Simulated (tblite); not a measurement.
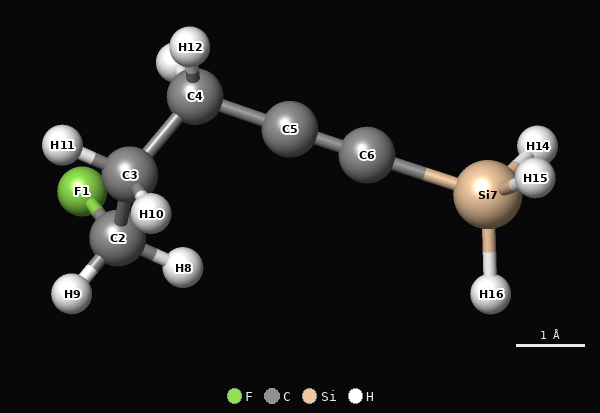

*The structure as given in the input (ball-and-stick view, seen at a tilt; atoms are numbered from 1 in the order of the input).*

Bond lengths as drawn: C–C 1.20 to 1.53 Å, C–F 1.35 Å, C–H 1.08 to 1.11 Å, C–Si 1.87 Å and H–Si 1.49 Å.

# Run report: C$_{5}$H$_{9}$FSi, geometry relaxation (part 1 of 4)

- system: C$_{5}$H$_{9}$FSi, SMILES FCCCC#C[SiH3]
- method: GFN2-xTB geometry optimisation, gas phase (tblite 0.8.0)

### Log
```
step      E/eV     max force
  0    -590.27077    1.563
  1    -590.26857    3.529
  2    -590.32470    0.368
  3    -590.33239    0.218
  4    -590.34065    0.226
  5    -590.34617    0.130
  6    -590.34855    0.143
  7    -590.35184    0.127
  8    -590.35461    0.159
  9    -590.35667    0.099
 10    -590.35782    0.082
 11    -590.35874    0.070
 12    -590.35952    0.084
 13    -590.35997    0.050
 14    -590.36015    0.034
 15    -590.36027    0.028
 16    -590.36040    0.045
 17    -590.36057    0.047
 18    -590.36076    0.044
 19    -590.36098    0.056
 20    -590.36125    0.055
 21    -590.36153    0.049
 22    -590.36180    0.041
 23    -590.36205    0.049
 24    -590.36228    0.050
 25    -590.36249    0.037
 26    -590.36266    0.028
 27    -590.36280    0.031
 28    -590.36294    0.036
 29    -590.36308    0.032
 30    -590.36319    0.024
 31    -590.36328    0.020
 32    -590.36337    0.025
 33    -590.36346    0.029
 34    -590.36355    0.025
 35    -590.36364    0.024
 36    -590.36373    0.028
 37    -590.36385    0.035
 38    -590.36399    0.041
 39    -590.36413    0.031
 40    -590.36428    0.032
 41    -590.36447    0.038
 42    -590.36468    0.045
 43    -590.36486    0.041
 44    -590.36499    0.024
 45    -590.36510    0.026
 46    -590.36521    0.032
 47    -590.36535    0.037
 48    -590.36544    0.023
 49    -590.36548    0.013
 50    -590.36550    0.011
 51    -590.36552    0.015
 52    -590.36555    0.015
 53    -590.36557    0.012
 54    -590.36559    0.012
 55    -590.36561    0.012
 56    -590.36563    0.013
 57    -590.36566    0.014
 58    -590.36570    0.016
 59    -590.36574    0.015
 60    -590.36576    0.013
 61    -590.36578    0.012
 62    -590.36581    0.014
 63    -590.36584    0.018
 64    -590.36588    0.015
 65    -590.36591    0.011
 66    -590.36593    0.011
 67    -590.36594    0.013
 68    -590.36597    0.017
 69    -590.36600    0.015
 70    -590.36603    0.012
 71    -590.36604    0.010
 72    -590.36605    0.008
```

### Trajectory as extended XYZ (Å, eV, eV/Å), 50 of the 73 frames kept, from step=0 to step=72
```
16
Properties=species:S:1:pos:R:3:forces:R:3 step=0 energy=-590.27077
F    -2.5702    0.1877   -1.5079   -0.2970   0.2630  -0.7640
C    -2.1971   -0.4454   -0.3808    0.5200  -0.4560   1.0000
C    -1.7392    0.5783    0.6554   -0.6180   0.3300   0.0550
C    -0.5320    1.3865    0.1788    0.7650  -0.5830   0.7850
C     0.6915    0.5606    0.1940   -1.2230   0.9490  -0.2150
C     1.6884   -0.1035    0.1806    1.1990  -0.8090  -0.0060
Si    3.2559   -1.1285    0.1669   -0.0410   0.0030   0.0860
H    -1.3922   -1.1518   -0.6240    0.0410   0.1280  -0.1170
H    -3.0481   -1.0168    0.0012   -0.1760   0.0260  -0.0800
H    -1.5448    0.0856    1.6123    0.1020  -0.0250  -0.1850
H    -2.5778    1.2820    0.8136    0.2350  -0.2130  -0.0370
H    -0.3905    2.2253    0.8672    0.1120   0.0050   0.0140
H    -0.7113    1.7984   -0.8004   -0.0190  -0.0090  -0.4810
H     4.0991   -0.7953   -1.0096   -0.2930  -0.0020   0.2430
H     4.0449   -0.8779    1.4044   -0.2780   0.0180  -0.2880
H     2.9159   -2.5761    0.1242   -0.0290   0.3750  -0.0100
16
Properties=species:S:1:pos:R:3:forces:R:3 step=1 energy=-590.26857
F    -2.5745    0.1915   -1.5188   -0.0440  -0.1310  -0.0530
C    -2.1897   -0.4519   -0.3665    0.0210   0.0590   0.1410
C    -1.7481    0.5830    0.6562   -0.0610   0.0030   0.1440
C    -0.5210    1.3781    0.1900   -0.2600   0.1810   0.0430
C     0.6741    0.5742    0.1909    2.9700  -1.9000  -0.1580
C     1.7055   -0.1151    0.1805   -2.5290   1.6730   0.0250
Si    3.2553   -1.1285    0.1681    0.1830  -0.1310   0.0410
H    -1.3916   -1.1500   -0.6257    0.1530   0.0500  -0.0900
H    -3.0506   -1.0164    0.0001   -0.1330   0.0050  -0.0550
H    -1.5434    0.0852    1.6096    0.0370   0.0010  -0.1420
H    -2.5744    1.2790    0.8131   -0.0370   0.0280  -0.0100
H    -0.3889    2.2254    0.8674    0.1170   0.0460   0.0800
H    -0.7116    1.7983   -0.8072    0.0760  -0.2000   0.0560
H     4.0949   -0.7954   -1.0062   -0.2410   0.0060   0.1890
H     4.0409   -0.8777    1.4003   -0.2130   0.0270  -0.2010
H     2.9155   -2.5708    0.1241   -0.0390   0.2810  -0.0090
16
Properties=species:S:1:pos:R:3:forces:R:3 step=3 energy=-590.33239
F    -2.5757    0.1883   -1.5205   -0.0150  -0.1330   0.0250
C    -2.1890   -0.4511   -0.3628    0.0030  -0.0130  -0.0050
C    -1.7485    0.5835    0.6590    0.0010   0.0640  -0.0040
C    -0.5201    1.3772    0.1919    0.1090  -0.0520   0.0660
C     0.6916    0.5645    0.1874   -0.0210   0.0660  -0.0890
C     1.6951   -0.1084    0.1807    0.1520  -0.1100  -0.0020
Si    3.2551   -1.1287    0.1691   -0.0710   0.0370   0.0170
H    -1.3880   -1.1484   -0.6278    0.0750   0.0960  -0.0360
H    -3.0538   -1.0162   -0.0014   -0.0670   0.0190  -0.0490
H    -1.5423    0.0850    1.6066    0.0430  -0.0460  -0.0110
H    -2.5755    1.2798    0.8130   -0.0160   0.0250   0.0050
H    -0.3855    2.2260    0.8693    0.1320  -0.0240   0.0340
H    -0.7093    1.7930   -0.8061    0.0850  -0.1870   0.0500
H     4.0887   -0.7950   -1.0016   -0.1860   0.0300   0.1100
H     4.0355   -0.8768    1.3955   -0.1570   0.0490  -0.1020
H     2.9142   -2.5638    0.1239   -0.0680   0.1800  -0.0100
16
Properties=species:S:1:pos:R:3:forces:R:3 step=4 energy=-590.34065
F    -2.5761    0.1826   -1.5191   -0.0480  -0.0340  -0.0840
C    -2.1897   -0.4499   -0.3630    0.0700  -0.1160   0.0760
C    -1.7472    0.5846    0.6603   -0.0720   0.0710  -0.0580
C    -0.5174    1.3759    0.1929    0.1420  -0.0690   0.1620
C     0.6954    0.5641    0.1837   -0.0080   0.0260  -0.0450
C     1.6981   -0.1108    0.1806   -0.0150   0.0040  -0.0060
Si    3.2526   -1.1274    0.1699   -0.0450   0.0210   0.0030
H    -1.3842   -1.1454   -0.6297    0.0110   0.1120   0.0060
H    -3.0569   -1.0157   -0.0033   -0.0050   0.0260  -0.0360
H    -1.5409    0.0838    1.6050    0.0390  -0.0540   0.0300
H    -2.5771    1.2814    0.8131    0.0560  -0.0100   0.0080
H    -0.3803    2.2257    0.8711    0.1220  -0.0590  -0.0060
H    -0.7058    1.7853   -0.8031    0.0550  -0.1060  -0.0580
H     4.0811   -0.7941   -0.9967   -0.1190   0.0540   0.0220
H     4.0290   -0.8751    1.3908   -0.0930   0.0660  -0.0050
H     2.9118   -2.5561    0.1235   -0.0900   0.0700  -0.0110
16
Properties=species:S:1:pos:R:3:forces:R:3 step=6 energy=-590.34855
F    -2.5788    0.1737   -1.5213   -0.0260   0.0070  -0.0610
C    -2.1885   -0.4518   -0.3604    0.0200  -0.0110  -0.0070
C    -1.7470    0.5868    0.6609   -0.0070  -0.0250  -0.0090
C    -0.5097    1.3718    0.1991   -0.0050  -0.0150   0.0160
C     0.7004    0.5639    0.1779   -0.0400  -0.0130   0.0480
C     1.7003   -0.1130    0.1802   -0.0760   0.0460  -0.0110
Si    3.2473   -1.1248    0.1710   -0.0140   0.0030  -0.0040
H    -1.3780   -1.1373   -0.6315    0.0120   0.0400   0.0400
H    -3.0606   -1.0142   -0.0070    0.0570  -0.0050   0.0060
H    -1.5379    0.0805    1.6034   -0.0040  -0.0240   0.0240
H    -2.5768    1.2836    0.8137    0.0820  -0.0070   0.0110
H    -0.3678    2.2229    0.8737    0.1000  -0.0500  -0.0080
H    -0.6984    1.7707   -0.8014    0.0420  -0.0290  -0.0470
H     4.0668   -0.7898   -0.9908   -0.0160   0.0830  -0.1040
H     4.0171   -0.8694    1.3860   -0.0100   0.0810   0.1170
H     2.9041   -2.5446    0.1225   -0.1140  -0.0810  -0.0100
16
Properties=species:S:1:pos:R:3:forces:R:3 step=7 energy=-590.35184
F    -2.5808    0.1699   -1.5241    0.0020   0.0000  -0.0060
C    -2.1874   -0.4529   -0.3599   -0.0250   0.0820  -0.0600
C    -1.7469    0.5868    0.6609    0.0520  -0.0580   0.0350
C    -0.5065    1.3695    0.2021   -0.0900   0.0170  -0.0810
C     0.7004    0.5638    0.1771   -0.0420  -0.0400   0.0730
C     1.6993   -0.1128    0.1796   -0.0180   0.0040  -0.0100
Si    3.2443   -1.1234    0.1712    0.0180  -0.0160   0.0060
H    -1.3748   -1.1322   -0.6309    0.0420  -0.0180   0.0280
H    -3.0602   -1.0137   -0.0084    0.0570  -0.0320   0.0250
H    -1.5368    0.0781    1.6036   -0.0250  -0.0050  -0.0070
H    -2.5738    1.2845    0.8143    0.0500   0.0140   0.0160
H    -0.3586    2.2198    0.8745    0.0670  -0.0190   0.0030
H    -0.6936    1.7630   -0.8020    0.0310   0.0020  -0.0110
H     4.0598   -0.7850   -0.9920   -0.0040   0.0750  -0.1030
H     4.0116   -0.8640    1.3882   -0.0120   0.0690   0.0980
H     2.8965   -2.5424    0.1217   -0.1010  -0.0750  -0.0070
16
Properties=species:S:1:pos:R:3:forces:R:3 step=9 energy=-590.35667
F    -2.5837    0.1647   -1.5291    0.0290   0.0160   0.0400
C    -2.1862   -0.4513   -0.3621   -0.0110   0.0680  -0.0420
C    -1.7449    0.5847    0.6617    0.0370  -0.0070   0.0280
C    -0.5056    1.3667    0.2034   -0.0480   0.0190  -0.0840
C     0.6975    0.5612    0.1803   -0.0090  -0.0820   0.0530
C     1.6969   -0.1126    0.1782    0.0600  -0.0550   0.0000
Si    3.2413   -1.1226    0.1719    0.0540  -0.0380   0.0080
H    -1.3683   -1.1253   -0.6282    0.0370  -0.0480  -0.0030
H    -3.0558   -1.0148   -0.0090    0.0440  -0.0470   0.0280
H    -1.5364    0.0738    1.6042   -0.0260  -0.0010  -0.0330
H    -2.5661    1.2863    0.8165   -0.0150   0.0300   0.0300
H    -0.3413    2.2138    0.8755   -0.0200   0.0180  -0.0090
H    -0.6850    1.7524   -0.8046   -0.0110   0.0540   0.0010
H     4.0488   -0.7732   -0.9995   -0.0310   0.0310  -0.0180
H     4.0021   -0.8517    1.3969   -0.0470   0.0250  -0.0010
H     2.8790   -2.5432    0.1201   -0.0430   0.0150   0.0020
16
Properties=species:S:1:pos:R:3:forces:R:3 step=10 energy=-590.35782
F    -2.5838    0.1645   -1.5297    0.0240   0.0260   0.0290
C    -2.1859   -0.4498   -0.3635    0.0180   0.0070   0.0000
C    -1.7440    0.5843    0.6621    0.0000   0.0280  -0.0030
C    -0.5065    1.3665    0.2020    0.0200  -0.0020  -0.0290
C     0.6962    0.5586    0.1827    0.0040  -0.0780   0.0260
C     1.6970   -0.1133    0.1778    0.0460  -0.0490   0.0050
Si    3.2421   -1.1234    0.1721    0.0390  -0.0290   0.0000
H    -1.3663   -1.1247   -0.6273    0.0150  -0.0230  -0.0100
H    -3.0533   -1.0162   -0.0084    0.0410  -0.0350   0.0160
H    -1.5369    0.0727    1.6040   -0.0130  -0.0060  -0.0260
H    -2.5641    1.2871    0.8177   -0.0240   0.0240   0.0300
H    -0.3379    2.2125    0.8752   -0.0390   0.0150  -0.0230
H    -0.6835    1.7518   -0.8058   -0.0190   0.0550  -0.0070
H     4.0461   -0.7695   -1.0024   -0.0400   0.0150   0.0120
H     3.9993   -0.8482    1.3997   -0.0490   0.0120  -0.0240
H     2.8738   -2.5439    0.1198   -0.0230   0.0390   0.0040
16
Properties=species:S:1:pos:R:3:forces:R:3 step=12 energy=-590.35952
F    -2.5826    0.1659   -1.5291    0.0110   0.0220   0.0070
C    -2.1840   -0.4482   -0.3647    0.0420  -0.0540   0.0430
C    -1.7432    0.5855    0.6622   -0.0320   0.0400  -0.0330
C    -0.5058    1.3657    0.1993    0.0670  -0.0270   0.0420
C     0.6950    0.5509    0.1869    0.0040  -0.0260  -0.0240
C     1.6991   -0.1168    0.1777   -0.0170  -0.0150   0.0130
Si    3.2449   -1.1259    0.1723   -0.0160   0.0030  -0.0130
H    -1.3632   -1.1250   -0.6267   -0.0090   0.0250  -0.0120
H    -3.0475   -1.0199   -0.0068    0.0300  -0.0090  -0.0040
H    -1.5382    0.0709    1.6022    0.0100  -0.0020  -0.0070
H    -2.5628    1.2895    0.8210   -0.0110   0.0020   0.0120
H    -0.3357    2.2118    0.8733   -0.0320   0.0010  -0.0340
H    -0.6825    1.7541   -0.8076   -0.0020   0.0210   0.0020
H     4.0402   -0.7640   -1.0054   -0.0230  -0.0010   0.0190
H     3.9929   -0.8429    1.4020   -0.0210  -0.0010  -0.0140
H     2.8658   -2.5427    0.1196    0.0000   0.0200   0.0040
16
Properties=species:S:1:pos:R:3:forces:R:3 step=13 energy=-590.35997
F    -2.5819    0.1664   -1.5284    0.0080   0.0110   0.0080
C    -2.1827   -0.4484   -0.3642    0.0270  -0.0320   0.0280
C    -1.7433    0.5866    0.6618   -0.0170   0.0170  -0.0180
C    -0.5042    1.3649    0.1990    0.0310  -0.0180   0.0310
C     0.6949    0.5477    0.1875   -0.0060   0.0000  -0.0290
C     1.6998   -0.1186    0.1780   -0.0330  -0.0070   0.0120
Si    3.2453   -1.1266    0.1721   -0.0270   0.0100  -0.0100
H    -1.3619   -1.1245   -0.6270    0.0000   0.0260  -0.0100
H    -3.0451   -1.0213   -0.0064    0.0220  -0.0080  -0.0040
H    -1.5384    0.0704    1.6011    0.0120   0.0070  -0.0020
H    -2.5630    1.2905    0.8224   -0.0010  -0.0050   0.0000
H    -0.3356    2.2117    0.8721   -0.0170   0.0000  -0.0250
H    -0.6820    1.7549   -0.8078    0.0100   0.0030   0.0130
H     4.0374   -0.7622   -1.0056   -0.0070  -0.0010   0.0040
H     3.9900   -0.8412    1.4021   -0.0050  -0.0020   0.0000
H     2.8632   -2.5413    0.1197    0.0030  -0.0030   0.0020
16
Properties=species:S:1:pos:R:3:forces:R:3 step=15 energy=-590.36027
F    -2.5811    0.1668   -1.5275    0.0050   0.0010   0.0110
C    -2.1811   -0.4491   -0.3632    0.0010   0.0120  -0.0060
C    -1.7436    0.5875    0.6614    0.0090  -0.0110   0.0120
C    -0.5026    1.3638    0.1996   -0.0260   0.0070  -0.0080
C     0.6946    0.5460    0.1864   -0.0140   0.0120  -0.0130
C     1.6991   -0.1203    0.1787   -0.0240  -0.0120   0.0080
Si    3.2442   -1.1265    0.1717   -0.0140   0.0010   0.0010
H    -1.3606   -1.1231   -0.6278    0.0230   0.0090  -0.0070
H    -3.0430   -1.0226   -0.0064    0.0130  -0.0140   0.0030
H    -1.5379    0.0705    1.6002    0.0080   0.0120   0.0050
H    -2.5632    1.2910    0.8230    0.0010  -0.0050  -0.0090
H    -0.3358    2.2117    0.8706   -0.0010   0.0070  -0.0010
H    -0.6809    1.7549   -0.8070    0.0120  -0.0030   0.0090
H     4.0351   -0.7610   -1.0055    0.0020   0.0010  -0.0070
H     3.9878   -0.8402    1.4019    0.0000  -0.0030   0.0020
H     2.8615   -2.5404    0.1197    0.0040  -0.0150   0.0010
16
Properties=species:S:1:pos:R:3:forces:R:3 step=16 energy=-590.36040
F    -2.5806    0.1671   -1.5267    0.0010  -0.0010   0.0080
C    -2.1803   -0.4493   -0.3627   -0.0050   0.0210  -0.0170
C    -1.7436    0.5877    0.6613    0.0140  -0.0160   0.0200
C    -0.5026    1.3635    0.1999   -0.0360   0.0190  -0.0200
C     0.6939    0.5458    0.1854   -0.0120   0.0110  -0.0010
C     1.6977   -0.1213    0.1793   -0.0140  -0.0150   0.0040
Si    3.2432   -1.1264    0.1715   -0.0020  -0.0070   0.0050
H    -1.3594   -1.1221   -0.6283    0.0300   0.0020  -0.0050
H    -3.0415   -1.0237   -0.0063    0.0100  -0.0160   0.0040
H    -1.5374    0.0710    1.6001    0.0060   0.0100   0.0110
H    -2.5632    1.2910    0.8230   -0.0020  -0.0030  -0.0100
H    -0.3361    2.2119    0.8698    0.0040   0.0110   0.0120
H    -0.6800    1.7550   -0.8064    0.0040   0.0000  -0.0040
H     4.0343   -0.7606   -1.0057    0.0000   0.0000  -0.0040
H     3.9869   -0.8399    1.4020   -0.0030  -0.0040  -0.0030
H     2.8611   -2.5407    0.1198    0.0050  -0.0120   0.0010
16
Properties=species:S:1:pos:R:3:forces:R:3 step=18 energy=-590.36076
F    -2.5792    0.1686   -1.5244   -0.0130  -0.0020  -0.0060
C    -2.1776   -0.4494   -0.3623    0.0020   0.0050  -0.0140
C    -1.7433    0.5877    0.6620    0.0070  -0.0040   0.0130
C    -0.5040    1.3639    0.1998   -0.0090   0.0290  -0.0180
C     0.6914    0.5453    0.1831    0.0030   0.0060   0.0220
C     1.6929   -0.1251    0.1813   -0.0010  -0.0150  -0.0050
Si    3.2405   -1.1267    0.1710    0.0080  -0.0160   0.0060
H    -1.3546   -1.1192   -0.6300    0.0260   0.0040   0.0010
H    -3.0363   -1.0276   -0.0057    0.0070  -0.0110  -0.0030
H    -1.5356    0.0727    1.6007    0.0050   0.0010   0.0250
H    -2.5633    1.2906    0.8224   -0.0100  -0.0050  -0.0050
H    -0.3371    2.2132    0.8680    0.0110   0.0110   0.0280
H    -0.6781    1.7560   -0.8057   -0.0240   0.0060  -0.0360
H     4.0321   -0.7593   -1.0066   -0.0130  -0.0050   0.0110
H     3.9845   -0.8394    1.4021   -0.0100  -0.0060  -0.0150
H     2.8601   -2.5423    0.1201    0.0100   0.0020  -0.0010
16
Properties=species:S:1:pos:R:3:forces:R:3 step=19 energy=-590.36098
F    -2.5785    0.1696   -1.5230   -0.0190  -0.0040  -0.0120
C    -2.1756   -0.4494   -0.3623    0.0120  -0.0120  -0.0020
C    -1.7430    0.5876    0.6628   -0.0010   0.0100  -0.0010
C    -0.5052    1.3649    0.1993    0.0190   0.0230  -0.0050
C     0.6897    0.5451    0.1821    0.0130   0.0050   0.0290
C     1.6895   -0.1279    0.1825    0.0010  -0.0080  -0.0100
Si    3.2390   -1.1274    0.1709    0.0030  -0.0150   0.0020
H    -1.3508   -1.1171   -0.6311    0.0160   0.0110   0.0030
H    -3.0325   -1.0305   -0.0054    0.0100  -0.0050  -0.0100
H    -1.5343    0.0740    1.6019    0.0030  -0.0010   0.0230
H    -2.5637    1.2901    0.8220   -0.0130  -0.0090   0.0000
H    -0.3375    2.2143    0.8675    0.0110   0.0050   0.0240
H    -0.6775    1.7569   -0.8063   -0.0370   0.0070  -0.0410
H     4.0304   -0.7585   -1.0070   -0.0190  -0.0070   0.0170
H     3.9827   -0.8393    1.4019   -0.0090  -0.0060  -0.0150
H     2.8598   -2.5435    0.1203    0.0120   0.0040  -0.0020
16
Properties=species:S:1:pos:R:3:forces:R:3 step=21 energy=-590.36153
F    -2.5783    0.1714   -1.5202   -0.0200  -0.0150  -0.0060
C    -2.1703   -0.4497   -0.3623    0.0250  -0.0210   0.0190
C    -1.7420    0.5880    0.6646   -0.0070   0.0270  -0.0250
C    -0.5069    1.3687    0.1977    0.0450  -0.0030   0.0190
C     0.6866    0.5454    0.1814    0.0220   0.0110   0.0270
C     1.6814   -0.1354    0.1846    0.0000   0.0110  -0.0170
Si    3.2348   -1.1297    0.1706   -0.0180  -0.0030  -0.0030
H    -1.3402   -1.1112   -0.6337   -0.0050   0.0210   0.0040
H    -3.0228   -1.0379   -0.0054    0.0180   0.0040  -0.0190
H    -1.5310    0.0772    1.6056   -0.0040   0.0090  -0.0090
H    -2.5653    1.2884    0.8207   -0.0090  -0.0150   0.0100
H    -0.3377    2.2172    0.8677    0.0050  -0.0080  -0.0040
H    -0.6782    1.7591   -0.8095   -0.0440   0.0020  -0.0050
H     4.0248   -0.7572   -1.0067   -0.0190  -0.0070   0.0120
H     3.9776   -0.8393    1.4004    0.0010  -0.0030   0.0020
H     2.8597   -2.5460    0.1205    0.0100  -0.0100  -0.0050
16
Properties=species:S:1:pos:R:3:forces:R:3 step=22 energy=-590.36180
F    -2.5788    0.1715   -1.5191   -0.0130  -0.0210   0.0010
C    -2.1673   -0.4501   -0.3621    0.0190  -0.0060   0.0160
C    -1.7414    0.5887    0.6652   -0.0020   0.0210  -0.0230
C    -0.5068    1.3707    0.1970    0.0270  -0.0120   0.0190
C     0.6858    0.5460    0.1819    0.0170   0.0160   0.0180
C     1.6779   -0.1388    0.1851    0.0020   0.0170  -0.0170
Si    3.2323   -1.1309    0.1705   -0.0200  -0.0010   0.0000
H    -1.3350   -1.1079   -0.6349   -0.0050   0.0170   0.0010
H    -3.0180   -1.0413   -0.0060    0.0200   0.0020  -0.0140
H    -1.5294    0.0789    1.6072   -0.0080   0.0150  -0.0270
H    -2.5665    1.2872    0.8203   -0.0050  -0.0120   0.0110
H    -0.3373    2.2185    0.8682    0.0020  -0.0070  -0.0180
H    -0.6797    1.7598   -0.8112   -0.0330  -0.0020   0.0250
H     4.0215   -0.7568   -1.0061   -0.0130  -0.0050   0.0010
H     3.9751   -0.8393    1.3994    0.0050  -0.0010   0.0110
H     2.8599   -2.5473    0.1205    0.0060  -0.0210  -0.0060
```
